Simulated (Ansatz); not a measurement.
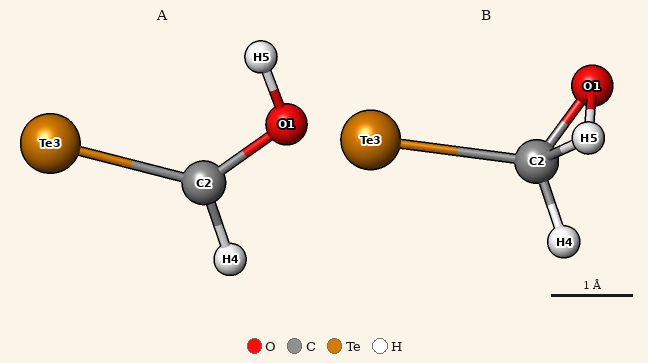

Two geometries of CH$_{2}$OTe, drawn at one scale. One is the start of a relaxation, the other its converged end. A ball-and-stick model, seen face on.

Method: RKS CAM-B3LYP/def2-SVP in Ansatz. Settings: no spin polarisation; force threshold 0.02 eV/Å; at most 50 steps.

Which of the two is the end point?

Answer. Structure A is the relaxed one. The run prepares an end point of a later path (hydrogen shift) calculation, from a guessed geometry. After 13 accepted moves (15 points after the start) the energy has fallen by 4.509 eV. Largest force component: 14 eV/Å at the start, 0.0065 eV/Å at the end. The line search rejected the trial steps at points 5, 13 of the run. The largest move after the best rigid fit is that of H5, 1.02 Å. By element the largest moves are H 1.02 Å, O 0.71 Å, C 0.29 Å, Te 0.10 Å. Near-neighbour distances that change, for instance: C2–H5 1.090 → 1.871 Å, O1–H5 1.152 → 0.975 Å, O1–C2 1.179 → 1.311 Å, C2–Te3 2.090 → 1.985 Å. Bonds break: C2–H5 (1.09 → 1.87 Å). Among the angles between lasting bonds that change: C2–O1–H5 55.7° → 109.0°, O1–C2–H4 124.9° → 110.7°, O1–C2–Te3 119.0° → 126.7°. Groups turn about O1–C2 by about 110°.
